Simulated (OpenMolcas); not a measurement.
**UMN15-L/3-21G run of SiH (SMILES [SiH])**

Aim: the energy change on altering one bond length of SiH at UMN15-L/3-21G, from 2 runs. 

The results are computed with OpenMolcas 26.06.

## Step 1: The molecule

The species is SiH (2 atoms), meant as a doublet with charge 0. As SMILES, `[SiH]`. Geometry: relaxed at PBE0-D4/def2-TZVP.

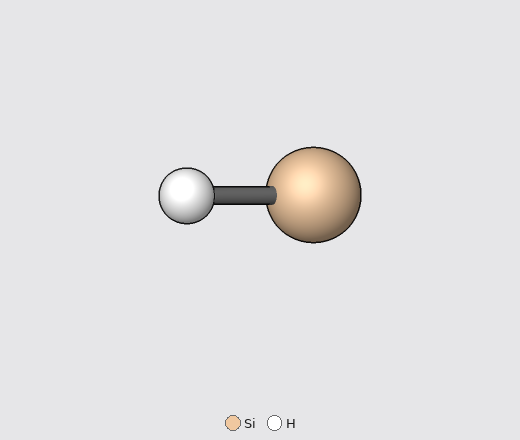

The structure, seen from a chosen angle (silicon light orange, hydrogen white).

## Step 2: Energy and gradient at UMN15-L/3-21G

Input file job.inp:

```
&gateway
baslib
$CurrDir
coord
2
angstrom
Si       0.000000       0.000000      -0.007580
H        0.000000       0.000000       1.524140
basis
3-21G
group
NoSym
&seward
&scf
uhf
spin
2
ksdft
2
1.0 MGGA_X_MN15_L
1.0 MGGA_C_MN15_L
prorbitals
1 1
&alaska
```

The basis set 3-21G is read from a file made from the Basis Set Exchange's data (not shown).

Run with:

```console
$ export MOLCAS_MEM=1860
$ pymolcas job.inp > job.log
```

Output:

```text
--- Start Module: gateway ---
[...]
--- Stop Module: gateway /rc=_RC_ALL_IS_WELL_ ---
[...]
      Basis functions           15
[...]
--- Start Module: scf ---
[...]
       Convergence after  34 Iterations
[...]
::    Total KS-DFT energy                            -288.1185881998
[...]
      Total spin, S                                     0.5008449052
[...]
      Total electronic charge=   15.000000
      Total            charge=   -0.000000
[...]
      Dipole Moment (debye):
      Origin of the operator (angstrom)=    0.0000    0.0000    0.0457
                   X=  1.4081E-14               Y=  1.0298E-14               Z=  5.1179E-01           Total=  5.1179E-01
      Quadrupole Moment (debye*angstrom):
[...]
--- Stop Module: scf /rc=_RC_ALL_IS_WELL_ ---
[...]
--- Start Module: alaska ---
[...]
 *              Molecular gradients               *
 **************************************************
  Irreducible representation: a
 ------------------------------------------------------------------------------------------
                              X                       Y                       Z
 ------------------------------------------------------------------------------------------
  SI1               2.59442261284959E-16    1.70358953321727E-16    7.84130143676451E-02
  H2               -2.62911708236912E-16   -1.77297847225635E-16   -7.84130143676451E-02
 ------------------------------------------------------------------------------------------
--- Stop Module: alaska /rc=_RC_ALL_IS_WELL_ ---
[...]
```

Run time: 4.2 s. Hardware: 1 thread of Arm Neoverse V2, shared host; peak memory 0.37 GiB.

## Step 3: The distorted shape at the same level

Input file job.input:

```
>>> EXPORT MOLCAS_PRINT=2

&GATEWAY
  BasLib
  $CurrDir
  Coord
  2
  angstrom
  Si       0.000000       0.000000      -0.160760
  H        0.000000       0.000000       1.524140
  Basis
  3-21G
  Group
  NoSym

&SEWARD

&SCF
  UHF
  Spin
  2
  KSDFT
  2
  1.0 MGGA_X_MN15_L
  1.0 MGGA_C_MN15_L
  PrOrbitals
  1 1

&ALASKA
```

The basis set 3-21G is read from a file made from the Basis Set Exchange's data (not shown).

Run with:

```console
$ export MOLCAS_MEM=1860
$ pymolcas job.input > job.log
```

Output:

```text
--- Start Module: gateway ---
[...]
--- Stop Module: gateway /rc=_RC_ALL_IS_WELL_ ---
[...]
      Basis functions           15
[...]
--- Start Module: scf ---
[...]
       Convergence after   9 Iterations
[...]
::    Total KS-DFT energy                            -288.1159190716
[...]
      Total spin, S                                     0.5011983553
[...]
      Total electronic charge=   15.000000
      Total            charge=   -0.000000
[...]
      Dipole Moment (debye):
      Origin of the operator (angstrom)=    0.0000    0.0000   -0.1022
                   X=  9.4363E-16               Y=  2.7761E-15               Z=  8.9384E-02           Total=  8.9384E-02
      Quadrupole Moment (debye*angstrom):
[...]
--- Stop Module: scf /rc=_RC_ALL_IS_WELL_ ---
[...]
--- Start Module: alaska ---
[...]
 *              Molecular gradients               *
 **************************************************
  Irreducible representation: a
 ------------------------------------------------------------------------------------------
                              X                       Y                       Z
 ------------------------------------------------------------------------------------------
  SI1              -1.46487710877228E-17    1.69012754951097E-17    2.81669040091148E-02
  H2                1.13826120431102E-17   -1.60339137571213E-17   -2.81669040091148E-02
 ------------------------------------------------------------------------------------------
--- Stop Module: alaska /rc=_RC_ALL_IS_WELL_ ---
[...]
```

Run time: 2.2 s. Hardware: 1 thread of Arm Neoverse V2, shared host; peak memory 0.37 GiB.

## Step 4: Results

At UMN15-L/3-21G:

| quantity | value |
| --- | --- |
| first shape: total energy | -288.11859 Eh |
| first shape: dipole moment | 0.51 D |
| first shape: HOMO energy (highest over α and β) | -4.63 eV |
| first shape: LUMO energy (lowest over α and β) | -3.95 eV |
| first shape: ⟨S²⟩ | 0.752 |
| distorted shape: total energy | -288.11592 Eh |
| distorted shape: dipole moment | 0.09 D |
| distorted shape: HOMO energy (highest over α and β) | -4.69 eV |
| distorted shape: LUMO energy (lowest over α and β) | -4.00 eV |
| distorted shape: ⟨S²⟩ | 0.752 |
| energy change with the Si1–H2 bond stretched from 1.532 to 1.685 Å | 0.073 eV |

What this shows: This program's gradients are faulty for this kind of reference, so any forces in the log (distorted shape) can't be trusted; the energy can. This program's gradients are faulty for this kind of reference, so any forces in the log (first shape) can't be trusted; the energy can. With the Si1–H2 bond stretched from 1.532 to 1.685 Å the energy rises by 0.07 eV (1.7 kcal/mol). The first shape isn't relaxed at this level, so the change isn't measured from a minimum.
